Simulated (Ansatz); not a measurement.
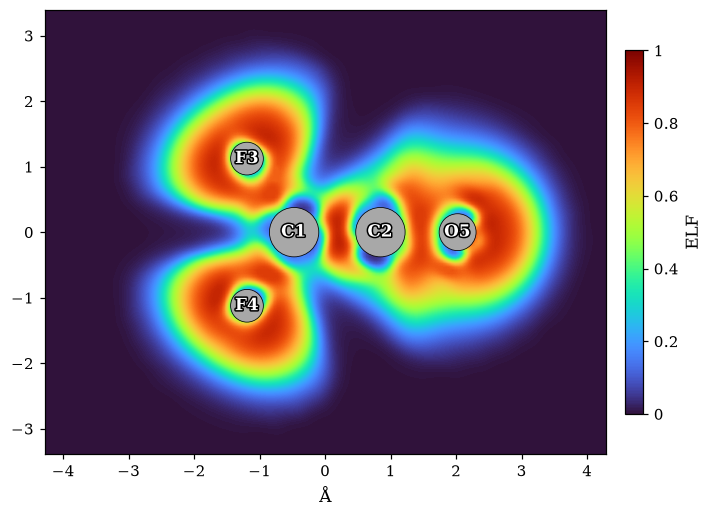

Figure. C2F2O (SMILES O=C=C(F)F). ELF on the molecular plane. Grey discs cover the atomic cores.

Geometry: B3LYP/6-31G*.

Theory: Ansatz, isolated molecule in a Gaussian basis; Kohn-Sham density functional theory, functional PBE0.

```csv
atom,x (Å),y (Å),z (Å)
C,-0.5512,0.2277,0.2171
C,-0.2055,-0.9603,0.6707
F,-0.8143,1.2571,1.0236
F,-0.6655,0.4954,-1.0847
O,0.1037,-2.0228,1.0764
```

### Interpret the plot.

Atoms in the plane: C, F and O.
C–O (1.18 Å): the ELF peaks at about 0.85 between the atoms (a multiple bond).
C–C (1.32 Å): the ELF peaks at about 0.90 between the atoms: a multiple bond.
C–F (1.33 Å): the ELF peaks at about 0.85 between the atoms, as expected for a polar covalent bond.
The ELF also peaks beside F4, O5 and F3, away from the bonds: lone-pair regions.
